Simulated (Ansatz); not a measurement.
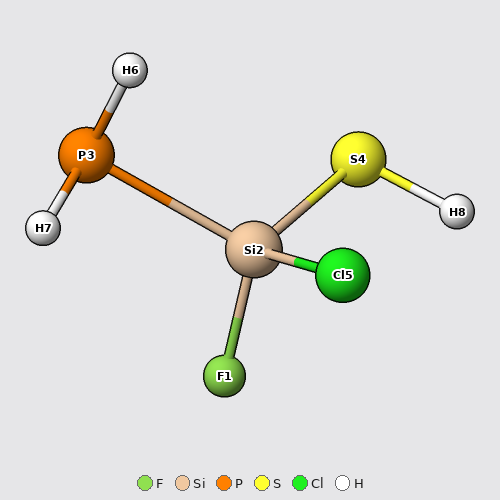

The system is ClFH₃PSSi, SMILES F[Si](P)(S)Cl; the picture shows the reference structure. The first coordinate is: angle S4–Si2–P3; the second: dihedral S4–Si2–P3–H6. Nothing is relaxed (all other coordinates rigid). The grid has 15 × 15 points. Energies are in kJ/mol, from the relaxed molecule at the same level. Theory: RHF/def2-SVP in Ansatz 0.2.0.

Its coordinates:

```xyz
8

F    -0.6156   -1.1861    1.4785
Si    0.0175   -0.4162    0.2217
P    -1.0924    1.5268    0.0039
S    -0.2312   -1.5419   -1.5644
Cl    2.0216   -0.2331    0.6683
H    -0.0982    2.1556   -0.7758
H    -0.6676    2.0479    1.2451
H     0.7581   -2.4099   -1.3330
```

Range: angle S4–Si2–P3 from 83.6 to 133.6°; dihedral S4–Si2–P3–H6 from −180 to 156°.

### Predict the map.

The lowest grid point is at angle S4–Si2–P3 = 108.6°, dihedral S4–Si2–P3–H6 = −84°, 0.09 kJ/mol from the relaxed molecule at the same level. Higher local minima lie near angle S4–Si2–P3 = 112.1°, dihedral S4–Si2–P3–H6 = 60° (2.7 kJ/mol above the lowest at that grid point); angle S4–Si2–P3 = 108.6°, dihedral S4–Si2–P3–H6 = 156° (3.8 kJ/mol above the lowest at that grid point). The highest grid point, angle S4–Si2–P3 = 83.6°, dihedral S4–Si2–P3–H6 = 84°, lies 115 kJ/mol above the lowest. On the interpolated surface the easiest way out of the lowest well to the well at angle S4–Si2–P3 = 108.6°, dihedral S4–Si2–P3–H6 = 156° passes a barrier of about 6 kJ/mol. Round the minimum the two coordinates are nearly uncoupled.

```csv
"dihedral S4–Si2–P3–H6 ↓, angle S4–Si2–P3 →",83.6,87.1,90.7,94.3,97.9,101.4,105.0,108.6,112.1,115.7,119.3,122.9,126.4,130.0,133.6
156,84,61,42,28,17,10,5,4,5,9,15,25,37,52,70
132,91,66,46,30,19,11,7,5,6,10,16,25,37,52,71
108,107,77,54,36,23,14,9,6,7,10,16,25,36,51,69
84,115,83,58,39,25,15,9,5,5,8,13,21,32,47,64
60,111,81,56,37,23,14,7,3,3,5,10,18,29,43,61
36,108,79,55,37,23,13,7,3,3,5,10,18,29,43,60
12,114,83,58,40,26,16,9,6,6,8,13,21,32,46,64
−12,115,84,59,40,26,17,11,8,8,10,16,24,36,50,68
−36,100,72,50,34,21,13,8,5,6,9,15,24,36,51,69
−60,82,58,40,25,14,7,3,1,2,6,13,22,34,49,68
−84,75,54,36,22,12,6,1,0,1,5,12,21,33,48,67
−108,80,58,40,26,15,8,4,2,4,7,14,23,35,50,68
−132,87,64,45,31,20,12,7,5,6,10,16,25,37,52,70
−156,89,65,46,31,20,13,8,6,7,10,17,26,37,52,71
−180,85,62,43,29,18,11,6,5,6,9,16,25,37,52,70
```

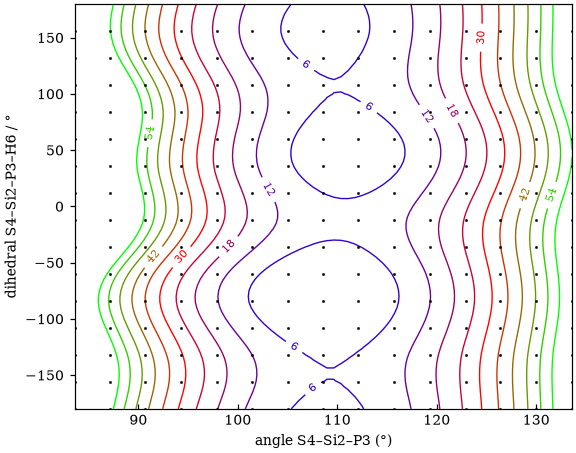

The picture shows contour lines labelled in kJ/mol (none above 60), dots at the grid points. Between grid points the surface is interpolated.

Each point was launched as `ansatz run input.yaml --threads 1 --pin off --max-ram 2560MiB --backend cpu --events-out ev --progress --plain --runs-dir out`. Time for the 225 points that were run: 16 min on 1 thread of Arm Neoverse N1, with other jobs on the host.
